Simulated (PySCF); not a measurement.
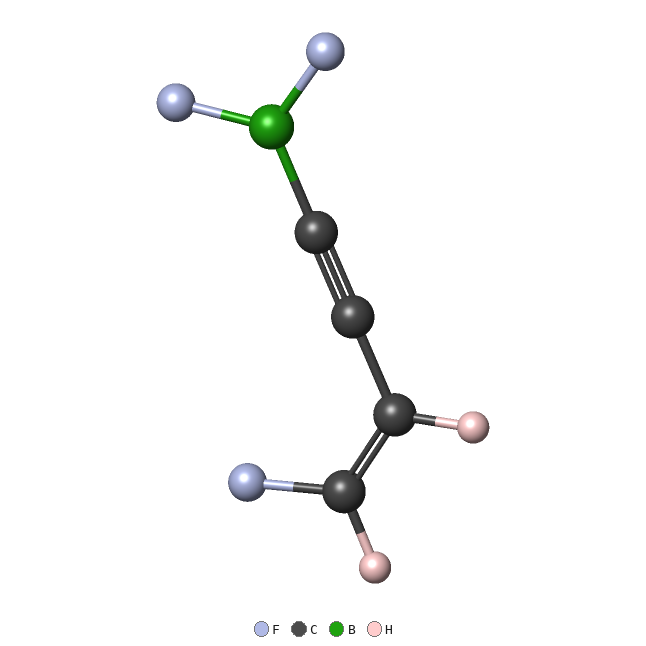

A ball-and-stick model of a molecule.

Computed geometry: GFN2-xTB optimisation. No frequency run is at hand to confirm it as a minimum.

**Count the atoms of each element.**

C₄H₂BF₃, 10 atoms: 4 carbon, 2 hydrogen, 1 boron and 3 fluorine.

**How many bonds of each kind are drawn?**

3 C–C, 2 B–F, 2 C–H, 1 C–F, 1 C–B.

**Describe its rings.**

It has no ring.

**Give a SMILES string for it.**

F/C=C\C#CB(F)F

More results for the same structure follow; atom numbers are the same in all pictures, views and colours differ.

### Shape

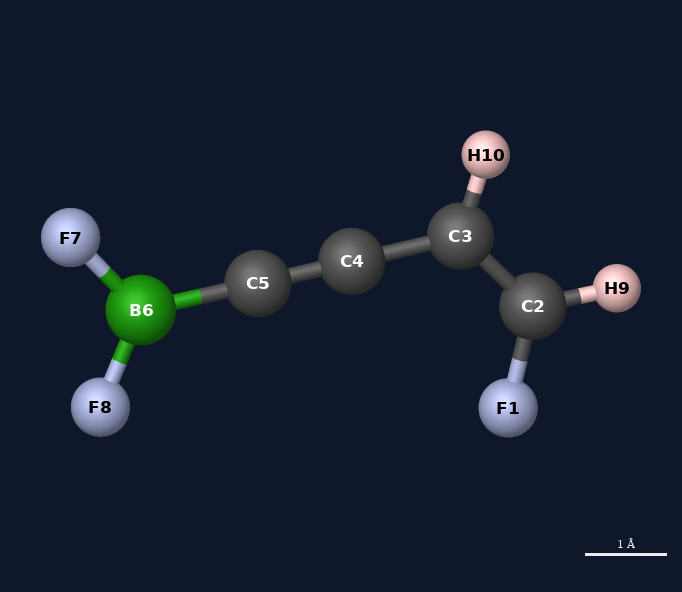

No frequency run is at hand to confirm it as a minimum.

What are the angles F1–C2–C3, F1–C2–H9, C3–C2–H9, C2–C3–C4, C2–C3–H10, C4–C3–H10, C3–C4–C5, C4–C5–B6, C5–B6–F7, C5–B6–F8, F7–B6–F8?

| angle | degrees |
| --- | --- |
| F1–C2–C3 | 122.9 |
| F1–C2–H9 | 112.3 |
| C3–C2–H9 | 124.8 |
| C2–C3–C4 | 123.8 |
| C2–C3–H10 | 119.1 |
| C4–C3–H10 | 117.1 |
| C3–C4–C5 | 179.8 |
| C4–C5–B6 | 179.6 |
| C5–B6–F7 | 122.5 |
| C5–B6–F8 | 122.8 |
| F7–B6–F8 | 114.8 |

### Dipole moment

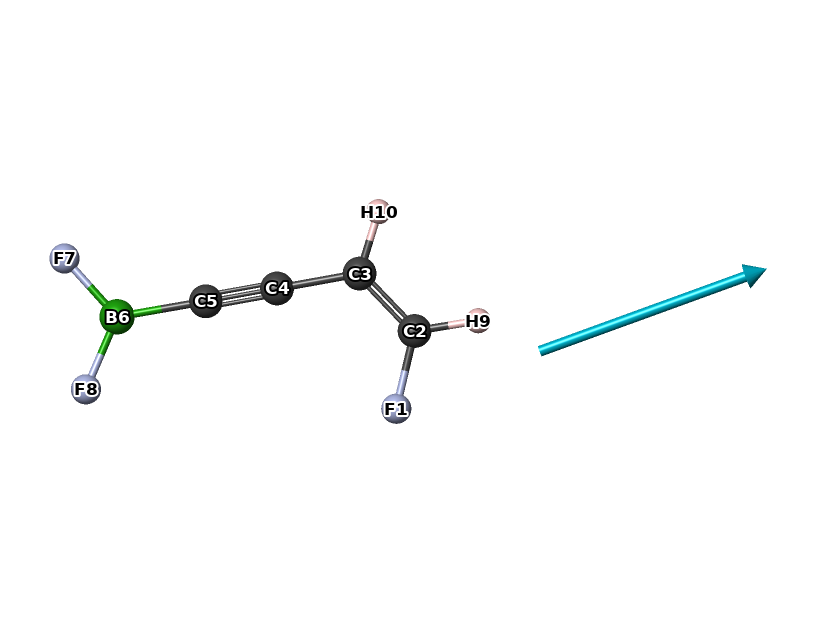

The arrow beside the molecule shows the direction of the dipole moment, from the negative to the positive end (its length means nothing). No frequency run is at hand to confirm it as a minimum. Method: PBE0/pcSseg-1, gas phase (PySCF 2.14.0).

**How large is the dipole moment?**

3.98 D; it points from the side of F8 to the side of H9 (the outermost atoms at the two ends).

### Charges

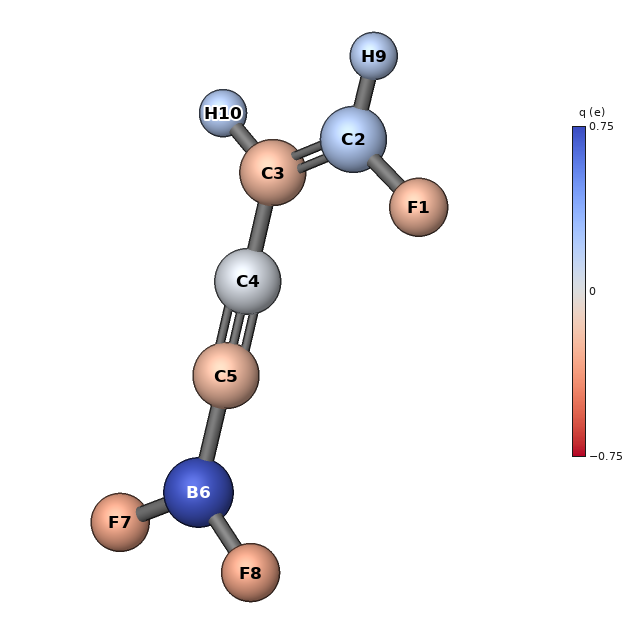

Atoms are coloured by their IAO charges. No frequency run is at hand to confirm it as a minimum. Method: PBE0/pcSseg-1, gas phase (PySCF 2.14.0).

List the IAO charges.

```json
{"atom": "F1", "value (e)": "−0.24"}
{"atom": "C2", "value (e)": "0.20"}
{"atom": "C3", "value (e)": "−0.23"}
{"atom": "C4", "value (e)": "0.04"}
{"atom": "C5", "value (e)": "−0.22"}
{"atom": "B6", "value (e)": "0.72"}
{"atom": "F7", "value (e)": "−0.31"}
{"atom": "F8", "value (e)": "−0.31"}
{"atom": "H9", "value (e)": "0.17"}
{"atom": "H10", "value (e)": "0.19"}
```

### NMR shielding

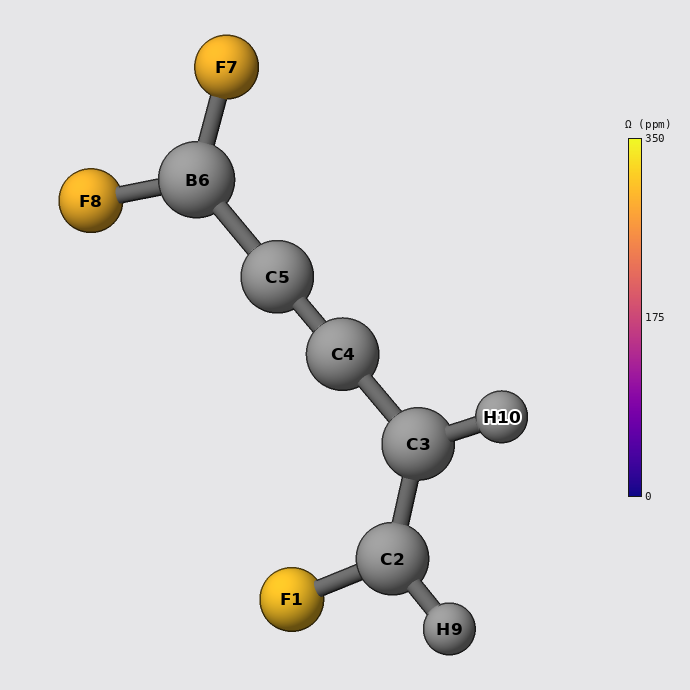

The F atoms are coloured by the span of their shielding tensor. No frequency run is at hand to confirm it as a minimum. Method: GIAO PBE0/pcSseg-1 NMR shielding, non-relativistic, gas phase (PySCF 2.14.0). Principal shieldings σ11 ≤ σ22 ≤ σ33, span Ω = σ33 − σ11, skew κ = 3(σiso − σ22)/Ω.

Give the shielding tensors of the F atoms.

| atom | σ11 | σ22 | σ33 | σiso | Ω | κ |
| --- | --- | --- | --- | --- | --- | --- |
| F1 | 118.8 | 213.8 | 425.4 | 252.7 | 306.5 | 0.38 |
| F7 | 70.3 | 296.3 | 367.8 | 244.8 | 297.5 | −0.52 |
| F8 | 70.5 | 294.2 | 368.2 | 244.3 | 297.7 | −0.50 |

Shieldings and span in ppm.

### Electronic properties

No frequency run is at hand to confirm it as a minimum. Level of theory: PBE0/def2-SVPD, gas phase (PySCF 2.14.0). Excitations: vertical, linear response.

**What is the HOMO energy (Kohn–Sham orbital)?**

−7.83 eV.

**Give the brightest of the 6 lowest singlets at this level.**

5.07 eV.

**What is the LUMO energy (Kohn–Sham orbital)?**

−2.21 eV.

**Give the mean static polarisability at this level.**

66.7 bohr³.

The geometry is semi-empirical. Around B such bond lengths and angles can be off by a tenth of an ångström or more and by several degrees, and values that hang on the shape move with them.
